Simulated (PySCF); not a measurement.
## A study: C$_{4}$H$_{7}$O, doublet, SMILES `[CH]=CCCO`

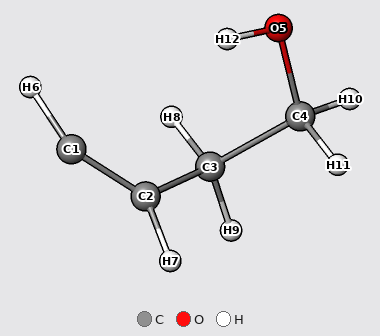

The molecule, with its atoms numbered as below. No frequency check shows the geometry to be a minimum.

Geometry (Å), atoms numbered from 1:

```
C1      -1.9309    0.6804   -0.0317
C2      -1.2254   -0.3313    0.3493
C3      -0.0473   -0.9293   -0.4126
C4       1.2582   -0.3842    0.1760
O5       1.4063    0.9947   -0.0415
H6      -2.0175    1.3298   -0.8717
H7      -1.3994   -0.7995    1.3123
H8      -0.1071   -0.6528   -1.4657
H9      -0.0684   -2.0152   -0.3209
H10      2.1146   -0.8560   -0.3129
H11      1.3026   -0.6110    1.2527
H12      0.5968    1.4335    0.2522
```

## 1. Bonding charge

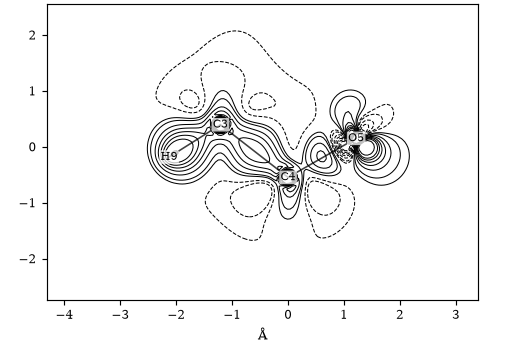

Deformation density (molecule less spherical, spin-averaged free atoms) in the plane of C3, C4, O5 and H9; contours at ±0.05 to ±0.8 e/Å³; solid lines: gain, dashed lines: loss.

PySCF calculation, ωB97X/def2-SVP, gas phase; geometry: GFN2-xTB. The stability of the open-shell solution wasn't checked. GFN2-xTB doesn't know the spin state, so this open-shell geometry is rough.

> Describe the bonding that the map shows.

C3–H9: +0.69 e/Å³ at the bond critical point (bond length 1.09 Å, Mayer order 0.9). C3–C4: +0.48 e/Å³ at the bond critical point (bond length 1.53 Å, Mayer order 1.0). C4–O5: +0.17 e/Å³ at the bond critical point (bond length 1.40 Å, Mayer order 1.0). In all, 2.7 electrons gather in the regions of gain relative to the promolecule.

> Where do the Hirshfeld charges lie?

The highest Hirshfeld charge is on H12 (+0.14 e), the lowest on O5 (−0.23 e).

## 2. Bond critical points

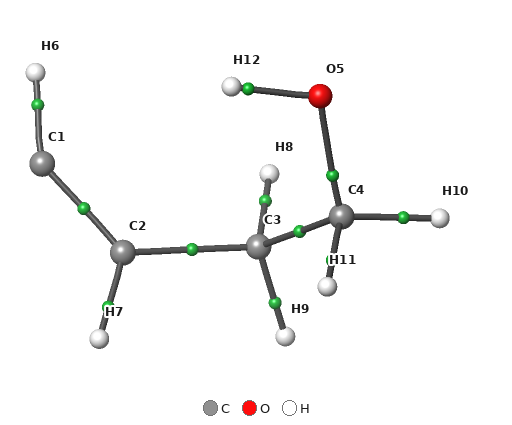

Molecular graph of the electron density (QTAIM): bond paths, bond critical points (green), ring points (magenta, if any); weak paths are dashed.

> How many critical points of each kind are there, and does the count close?

12 nuclei, 11 bond, 0 ring and 0 cage critical points: 12 − 11 + 0 − 0 = 1, as the Poincaré–Hopf relation requires.

> Give the properties at the bond critical points.

```
  bond  length (Å)  ρ (a.u.)  ∇²ρ (a.u.)     ε  H (a.u.)
 C1–C2       1.291     0.360       −0.99  0.39    −0.416
O5–H12       0.966     0.355       −2.24  0.02    −0.631
 C1–H6       1.065     0.285       −1.14  0.01    −0.324
C4–H10       1.093     0.284       −1.08  0.04    −0.308
 C2–H7       1.085     0.278       −1.05  0.01    −0.302
C4–H11       1.101     0.278       −1.02  0.04    −0.296
 C3–H8       1.090     0.278       −1.03  0.01    −0.300
 C3–H9       1.090     0.277       −1.01  0.01    −0.298
 C4–O5       1.404     0.267       −0.51  0.02    −0.389
 C3–C4       1.532     0.246       −0.58  0.04    −0.198
 C2–C3       1.525     0.241       −0.54  0.03    −0.192
```

> What kind of interaction is C1–C2?

Shared-shell (covalent): ρ = 0.360, ∇²ρ = −0.99, H = −0.416 a.u. Its ellipticity of 0.39 shows that the density isn't cylindrical about the bond.

## 3. Local ionisation energy

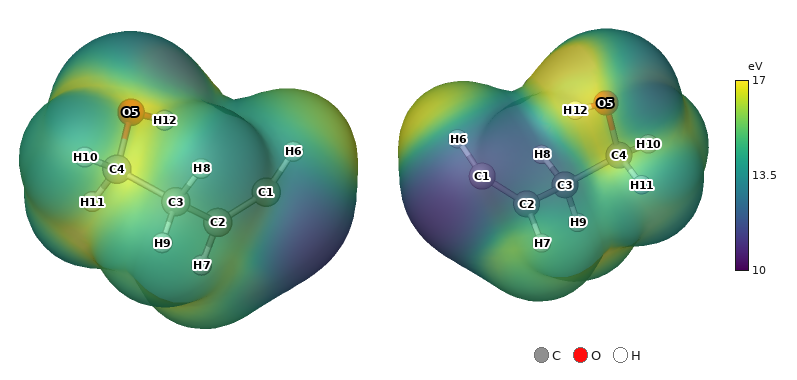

Average local ionisation energy on the surface of electron density 0.001 a.u. (back view left, front view right).

> Locate the minima of the map.

The lowest value is 10.8 eV, 2.0 Å from C1. Further minima include 12.5 eV, 1.7 Å from O5; 13.5 eV, 1.4 Å from H11; 14.1 eV, 1.4 Å from H8. For comparison, the highest occupied orbital lies at −9.2 eV.

> What volume does the surface enclose, and what is the dipole moment?

About 108 Å³; the dipole moment is 1.3 D.

## 4. Spin density

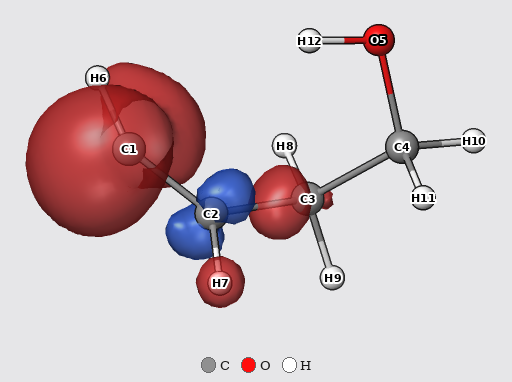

Spin density ρα − ρβ at ±0.05 e/Å³ (red: excess α, blue: excess β).

> Give the atomic spin populations that go with this picture.

Hirshfeld spin populations: C1 +0.83, H6 +0.07 and C3 +0.05. ⟨S²⟩ = 0.76, against 0.75 for a pure state. The picture also shows regions of β spin from spin polarisation; the Hirshfeld sums, whose atoms overlap, net them against the α spin of neighbours.

## 5. In an electric field

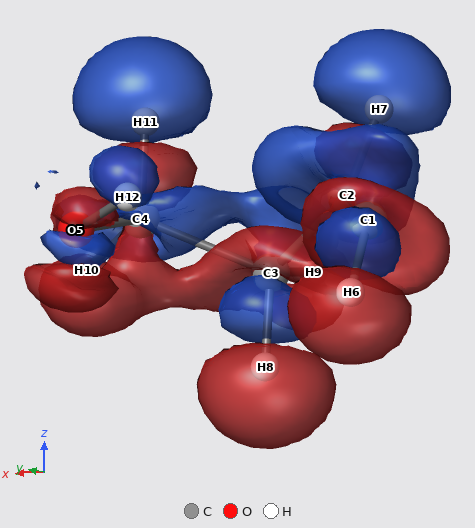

Change of the electron density in a uniform field of 0.51 V/Å, surfaces at ±0.004 e/Å³ (blue: gain, red: loss).

Level of theory: HF/def2-SVP (PySCF), at a geometry from GFN2-xTB. A basis without diffuse functions makes polarisabilities too small. The stability of the open-shell solution wasn't checked. GFN2-xTB doesn't know the spin state, so this open-shell geometry is rough.

> Along which Cartesian direction does the field point?

Along −z: electrons gather on the +z side, against the field.

> How large is the response?

The induced dipole is 0.95 D (along the field); α along this axis, from the fields in both directions, is 37 bohr³ (5.5 Å³).

> Which atoms gain and lose the most charge?

Electrons gather most on H11 (Hirshfeld charge changes by −0.018 e) and leave H8 most (+0.018 e); 0.113 electrons are displaced in all.

## 6. Removing or adding an electron

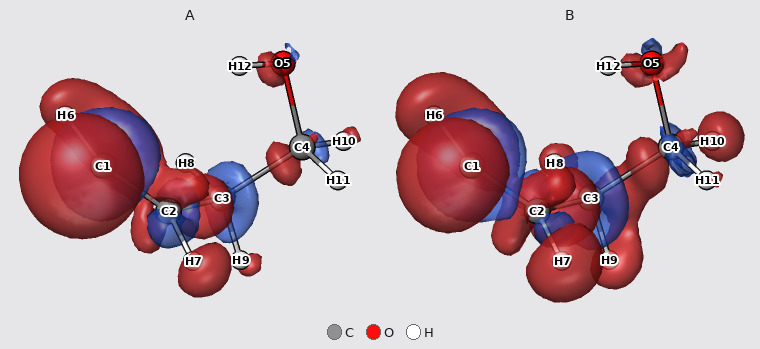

The two Fukui functions at ±0.03 e/Å³ (red positive, blue negative).

Computed with PySCF, PBE0/aug-cc-pVDZ, geometry: GFN2-xTB. GFN2-xTB doesn't know the spin state, so this open-shell geometry is rough.

> Which panel is f⁻ (electron removed) and which f⁺ (electron added)?

A is f⁺, B is f⁻. f⁻ (Hirshfeld-condensed) is largest on C1 (0.33); the vertical ionisation energy is 9.18 eV (to the singlet cation, which needn't be its lowest state). f⁺ (Hirshfeld-condensed) is largest on C1 (0.39); the vertical electron affinity is 0.34 eV (to the singlet anion, which needn't be its lowest state; the anion's highest orbital has positive energy, so this value and f⁺ depend on the basis).

The PySCF runs shown took 28 s, 6.7 s and 110 s on 1 thread of Arm Neoverse V1, with other jobs on the host.
